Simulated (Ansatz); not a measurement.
## Single-point calculation, with input and output: Na2F2

System: Na2F2 ((NaF)2 ring).
Method: RKS HSE06 (plane-wave form)-D4/def2-TZVP (Ansatz 0.2.0).

The geometry comes from this level: PBE-D4/def2-TZVP.

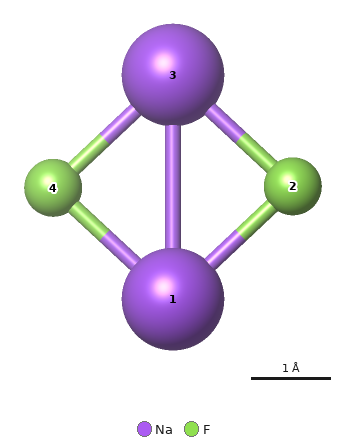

*The structure (ball-and-stick view, seen on its broad side; atoms are numbered from 1 in the order of the input). Sticks mark near contacts.*

### Input
```yaml
crystal:
  periodic: [false, false, false]
  atoms:
    - {symbol: Na, position_ang: [-0.018015, -1.332127, 0.508151]}
    - {symbol: F, position_ang: [-1.128374, 0.382380, 0.962398]}
    - {symbol: Na, position_ang: [0.018146, 1.332178, -0.508022]}
    - {symbol: F, position_ang: [1.128242, -0.382431, -0.962538]}
basis:
  gaussian: {orbitals: def2-TZVP, initial_orbitals: start.molden}
hamiltonian: {xc: hse06, dispersion: d4}
scf: {omitted_lower_state_checks: [starts]}
output: {orbitals: {seedname: orbitals}}
```

Command:
```bash
ansatz run in.yaml --threads 4 --pin off --events-out ev --progress --plain --max-ram 3916MiB
```

### What the program printed
```
Functional definition: HSE06
  name "HSE06"
  cite "Heyd, Scuseria & Ernzerhof, J. Chem. Phys. 118, 8207 (2003) doi:10.1063/1.1564060"
  cite "Krukau, Vydrov, Izmaylov & Scuseria, J. Chem. Phys. 125, 224106 (2006) doi:10.1063/1.2404663"
  cite "Heyd & Scuseria, J. Chem. Phys. 120, 7274 (2004) doi:10.1063/1.1668634"
  cite "Ernzerhof & Perdew, J. Chem. Phys. 109, 3313 (1998) doi:10.1063/1.476928"
  cite "Perdew, Burke & Ernzerhof, Phys. Rev. Lett. 77, 3865 (1996) doi:10.1103/PhysRevLett.77.3865"
  parent pbe
  parameter a = 0.25
  parameter omega = 0.11/bohr
  # The whole range is PBE's own exchange, as in plane waves. The composition of these papers is wPBEh.
  exchange = pbe_x - a*pbe_x_sr(omega) + a*exact_x_sr(omega)
  correlation = pbe_c
these checks for a lower state are left out or cut short: starts
884 factors; their error is unknown
95 factors; integrals over basis functions are off by at most 4.1e-6 eV
mean field evaluation 1: about -14261.8552 eV, gradient 3.1e-1 eV
mean field evaluation 2: about -14261.8553 eV, gradient 1.0e-4 eV
mean field evaluation 4: about -14261.9306 eV, gradient 2.3e-5 eV
mean field -14261.93062561 eV, -524.1162834074 hartree, gradient 2.7e-5 eV, S^2 0.000000; 0 other end points of the search recorded, 0 dependent functions left out
reference -14261.93073152 eV, -524.1162872993 hartree; 20, 20 occupied and 106, 106 virtual orbitals, 884 factors
Total energy: -14261.96455380 eV, -524.1175302455 hartree
Checks for a lower state left out: starts
```

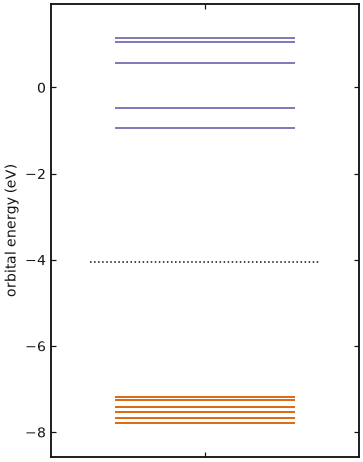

*Orbital energies near the frontier; the dotted line parts filled from empty levels, and levels within 0.02 eV of each other stand side by side.*

Highest filled −7.18 eV, lowest empty −0.94 eV, 6.24 eV apart.

### Results in brief

```json
{"quantity": "outcome", "value": "converged"}
{"quantity": "total energy", "value": "−14261.9646 eV"}
{"quantity": "mean-field energy", "value": "−14261.9307 eV"}
{"quantity": "dispersion energy", "value": "−0.0338 eV"}
{"quantity": "SCF solution under orbital rotations", "value": "stable"}
{"quantity": "HOMO", "value": "−7.18 eV"}
{"quantity": "LUMO", "value": "−0.94 eV"}
{"quantity": "hardware", "value": "4 threads of Arm Neoverse V2, 95 GiB of memory available, shared host"}
{"quantity": "wall time", "value": "0.95 s (CPU time 3.2 s)"}
{"quantity": "peak memory", "value": "0.23 GiB"}
```
